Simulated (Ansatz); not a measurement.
## Converging shifted k-point meshes: Be₃Ir (I4mm, 4 atoms in the cell)

```xyz
4
Lattice="-1.6235 1.6235 3.6074 1.6235 -1.6235 3.6074 1.6235 1.6235 -3.6074" Properties=species:S:1:pos:R:3 pbc="T T T"
Be     0.0000     1.6235     1.8037
Be     1.6235     0.0000     1.8037
Be     0.0000     0.0000     3.6574
Ir     0.0000     0.0000     0.0000
```

Method: LDA (PW92), default PAW files made with PBE (plane waves; Ansatz, a program for electronic structure).

Base settings: basis.ecutwfc = 420 eV; kpoints.mp_grid.grid = 14 14 14; hamiltonian.xc = lda; hamiltonian.pseudopotentials = {kind: paw} (the program's default PAW files); scf.occupations.method = fermi_dirac; scf.occupations.width = 0.1 eV.

In this ladder: kpoints.mp_grid.shift = 0.5 0.5 0.5.

Only quantities that move along the ladder and can be compared are tabulated.

The count of work is k-points × plane waves × bands × iterations; it is no time. Core times come from one kind of shared machine, to one figure; runs under 30 s give none.

The starting cell comes from a database of computed structures (which also holds hypothetical and non-ambient phases and stackings), without a prior relaxation at this level. Its lattice was rescaled by up to half a per cent. One atom was moved a little off its site on purpose. Spin polarisation is off. In the base run, with a pressure of about -4 GPa the cell is away from its equilibrium volume at this level. Ansatz's pressure includes its estimate of the finite-basis (Pulay) stress.

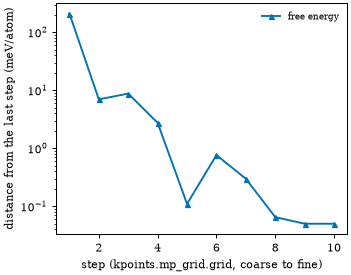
*Distance from the last step along the ladder; very small values are drawn at a floor.*

| kpoints.mp_grid.grid | free energy less the last step's (meV/atom) | pressure (GPa) | largest difference of a force vector from the last step's (eV/Å) | count of work / last | core time / last (rough) |
|---|---|---|---|---|---|
| 2 2 2 | 209.46 | 4.13 | 0.056 | 0.00058 | – |
| 4 4 4 | -6.96 | -4.25 | 0.017 | 0.0021 | – |
| 6 6 6 | -8.75 | -4.54 | 0.004 | 0.0054 | – |
| 8 8 8 | -2.74 | -4.61 | 0.002 | 0.011 | – |
| 10 10 10 | 0.11 | -4.56 | 0.000 | 0.019 | – |
| 12 12 12 | 0.76 | -4.49 | 0.001 | 0.031 | – |
| 15 15 15 | -0.30 | -4.52 | 0.000 | 0.055 | – |
| 18 18 18 | -0.07 | -4.48 | 0.000 | 0.091 | 0.09 |
| 23 23 23 | 0.03 | -4.48 | 0.000 | 0.18 | 0.2 |
| 28 28 28 | 0.01 | -4.49 | 0.000 | 0.31 | 0.3 |
| 42 42 42 | 0.00 | -4.49 | 0.000 | 1.0 | 1 |

Coarsest kpoints.mp_grid.grid that holds the forces within 0.02 eV/Å of the last step, with all finer ones: 4 4 4, at 0.0021 of the last step's count of work; the step before is off by 0.056 eV/Å.

Coarsest kpoints.mp_grid.grid that holds the free energy within 2 meV/atom of the last step, with all finer ones: 10 10 10, at 0.019 of the last step's count of work; the step before is off by 2.7 meV/atom.

Coarsest kpoints.mp_grid.grid that holds the pressure within 0.5 GPa of the last step, with all finer ones: 4 4 4, at 0.0021 of the last step's count of work; the step before is off by 8.6 GPa.

Keys are those of Ansatz 0.2.
